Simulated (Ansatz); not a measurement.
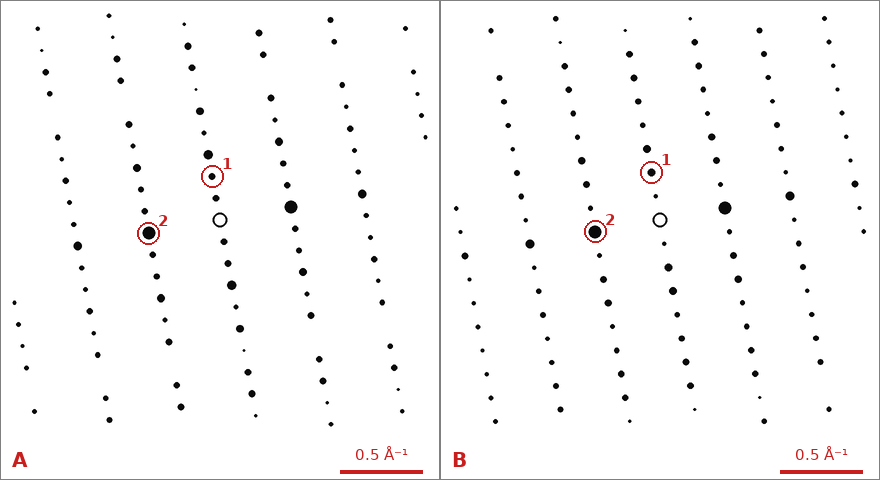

Kinematic electron diffraction patterns (200 kV, B = 0.5 Å², same scale) along [1-10] of the run's own cell, for the start and the end of one relaxation of CaTl2As2 with DFT, PAW plane waves, pbe (Ansatz 0.2.0). k mesh 8×8×5. The start is a generated model structure, and the relaxation ends in the nearest stationary point of its symmetry, not necessarily the ground state. Spot 1 is 0 0 -2 and spot 2 is 1 1 0 in both.

Start structure:

```
CELL_PARAMETERS angstrom
4.50598 0.00000 0.00000
-2.25299 3.90229 0.00000
0.00000 0.00000 7.37211
ATOMIC_POSITIONS crystal
As 0.33330 0.66670 0.23820
As 0.66670 0.33330 0.76180
Tl 0.33330 0.66670 0.63310
Tl 0.66670 0.33330 0.36690
Ca 0.00000 0.00000 0.00000
```

Which pattern belongs to the start structure, and which to the relaxed one?

A is the start: its cell gives d(1) = 3.686 Å, d(2) = 2.253 Å and an angle of 90.0°. B is the relaxed structure, with d(1) = 3.384 Å (-8.2 %), d(2) = 2.467 Å (+9.5 %) and 90.0°.

Name reflections whose intensity changes strongly on relaxation.

1 1 6 comes into sight; 0 0 5 goes from 12 to 4 % of the strongest spot; 0 0 3 goes from 30 to 17 % of the strongest spot.

What did the relaxation do to the structure and the energy?

The volume changed by +10.0 % to 28.52 Å³ an atom; with the mean shift removed, the atoms moved by up to 0.21 Å relative to the cell (As most); the space group stayed P-3m1 (No. 164); the free energy fell by 150 meV an atom. Relaxed cell: a = 4.933 Å, b = 4.933 Å, c = 6.767 Å, α = 90.00°, β = 90.00°, γ = 120.00°.
